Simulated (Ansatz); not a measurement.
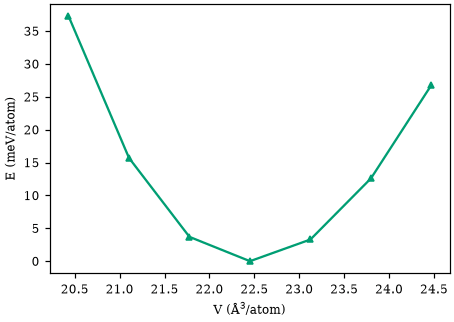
*Y₂C (anti-CdI2 type, P-3m1) under volume change, DFT-PBEsol in the program Ansatz with PAW potentials, shape and atoms relaxed at each volume.*

Task: What does a third-order Birch–Murnaghan fit give for V₀, B₀ and B′?

Result: V₀ = 22.45 Å³/atom, B₀ = 55.0 GPa, B′ = 4.4.

The cell is a constructed one: a structure type filled with these elements; neither database checked (COD, Materials Project) lists it. COD files the formula under space group No. 166. Its standing as an ambient phase is unchecked. The PBEsol relaxation kept the symmetry of its start; whether a distortion lowers the energy is not shown. No spin polarisation was allowed.

Potentials: the earlier of the program's two PAW sets. The files were generated under PBE; for other functionals the program regenerates the frozen cores, and for LDA and PBEsol the local potential too.
